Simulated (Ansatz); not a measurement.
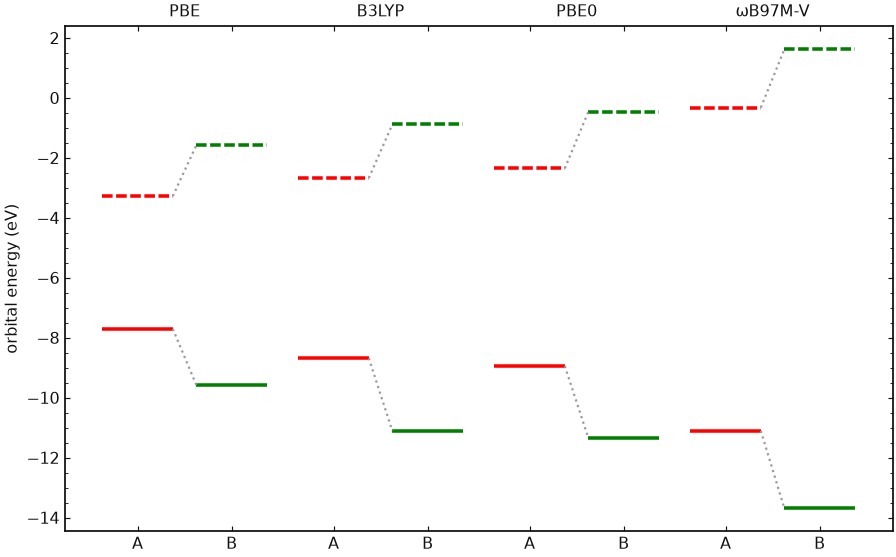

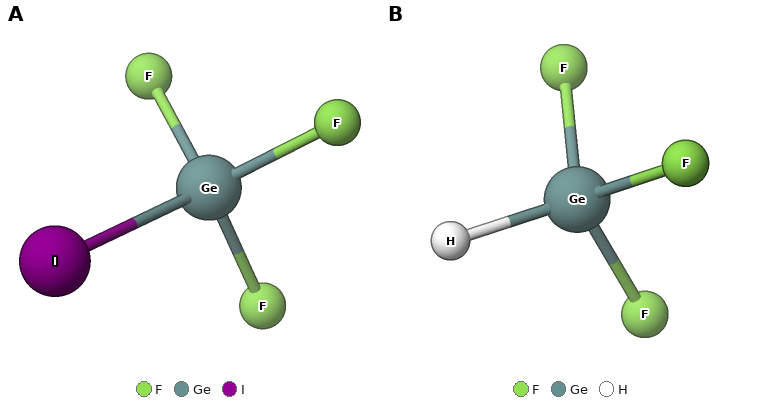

One change: A, GeIF₃ (SMILES [F][Ge]([F])([F])[I]), becomes B, GeHF₃ (SMILES [F][GeH]([F])[F]). I on Ge is replaced by H. HOMO (solid) and LUMO (dashed) computed in def2-TZVPP at PBE0-D4/def2-TZVP geometries, both minima by their frequencies, gas phase, the Ansatz code. Empty levels above zero depend strongly on the basis.

What does the change do to HOMO and LUMO?

PBE: the HOMO falls by 1.87 eV, the LUMO rises by 1.70 eV, and the separation goes from 4.43 to 8.00 eV. B3LYP: the HOMO falls by 2.43 eV, the LUMO rises by 1.79 eV, and the separation goes from 6.01 to 10.23 eV. PBE0: the HOMO falls by 2.40 eV, the LUMO rises by 1.89 eV, and the separation goes from 6.59 to 10.89 eV. ωB97M-V: the HOMO falls by 2.58 eV, the LUMO rises by 1.94 eV, and the separation goes from 10.78 to 15.31 eV.

Do the functionals agree on the effect?

They agree on the direction for both levels; the HOMO shift lies between −2.58 and −1.87 eV and the LUMO shift between 1.70 and 1.94 eV, while the separations themselves differ by up to 7.3 eV between functionals.

Caveats: core potentials past krypton; spin-orbit coupling is left out, and with I it can shift these values.
